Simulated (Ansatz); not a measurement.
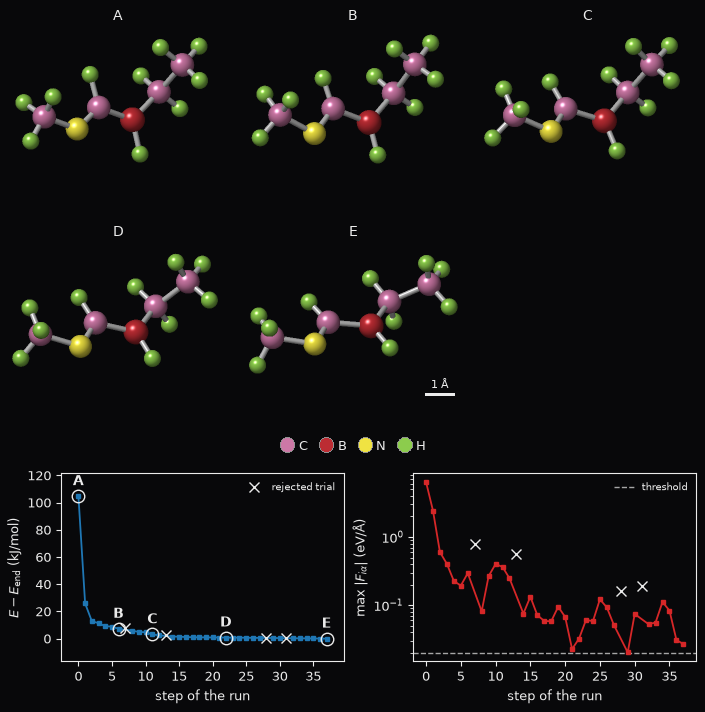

Frames of a relaxation of C4H10BN, marked on the history of the run. A ball-and-stick model, seen at a tilt.

The run prepares the start of a later molecular dynamics calculation, from a guessed geometry.

Level of theory: RKS PBE/STO-3G in Ansatz. Settings: no spin polarisation; force threshold 0.02 eV/Å; at most 40 steps.

> Describe the path.

The relaxation stopped without meeting its thresholds, so the last structure isn't shown to be converged. After 33 accepted moves (37 points after the start) the energy has fallen by 104.7 kJ/mol. Largest force component: 6.4 eV/Å at the start, 0.027 eV/Å at the end. The line search rejected the trial steps at points 7, 13, 28, 31 of the run. The largest move after the best rigid fit is that of an H atom, 1.47 Å. By element the largest moves are H 1.47 Å, B 0.62 Å, C 0.57 Å, N 0.41 Å. Among the contacts that change: C–N 1.436 → 1.534 Å, C–N 1.260 → 1.347 Å, C–H 1.200 → 1.121 Å, C–H 1.037 → 1.106 Å. Among the angles between lasting bonds that change: C–N–C 125.2° → 112.7°, B–C–N 126.1° → 118.3°, C–C–H 105.4° → 110.8°. Groups turn about B–C by about 70°, C–N by about 60°. Cost: 78 s on 1 thread of Intel(R) Xeon(R) 6975P-C (Granite Rapids) (shared host), peak memory 0.15 GiB. From step 0 to 6: an H atom moves most (0.36 Å), energy −97.5 kJ/mol. From step 6 to 11: H atoms move most (0.42 Å), energy −4.08 kJ/mol. From step 11 to 22: an H atom moves most (0.53 Å), energy −2.34 kJ/mol. From step 22 to 37: an H atom moves most (0.57 Å), energy −0.80 kJ/mol.

| step | E − E(0), kJ/mol | largest force component, eV/Å | note |
| --- | --- | --- | --- |
| 0 | 0.00 | 6.4142 |  |
| 1 | -78.85 | 2.4393 |  |
| 2 | -91.86 | 0.6008 |  |
| 3 | -93.34 | 0.4041 |  |
| 4 | -95.61 | 0.2271 |  |
| 5 | -95.85 | 0.1939 |  |
| 6 | -97.52 | 0.2948 |  |
| 7 | -96.79 | 0.7862 | rejected |
| 8 | -98.83 | 0.0814 |  |
| 9 | -99.80 | 0.2672 |  |
| 10 | -100.02 | 0.4017 |  |
| 11 | -101.60 | 0.3650 |  |
| 13 | -101.70 | 0.5654 | rejected |
| 14 | -103.19 | 0.0755 |  |
| 16 | -103.55 | 0.0716 |  |
| 17 | -103.66 | 0.0588 |  |
| 19 | -103.80 | 0.0950 |  |
| 20 | -103.84 | 0.0674 |  |
| 21 | -103.90 | 0.0228 |  |
| 23 | -103.98 | 0.0609 |  |
| 24 | -104.01 | 0.0585 |  |
| 26 | -104.13 | 0.0927 |  |
| 27 | -104.18 | 0.0516 |  |
| 28 | -104.17 | 0.1594 | rejected |
| 30 | -104.31 | 0.0745 |  |
| 31 | -104.13 | 0.1900 | rejected |
| 33 | -104.49 | 0.0558 |  |
| 34 | -104.52 | 0.1117 |  |
| 36 | -104.67 | 0.0310 |  |
| 37 | -104.74 | 0.0269 |  |

Limits of the set-up: STO-3G is a minimal basis, so the numbers are rough.
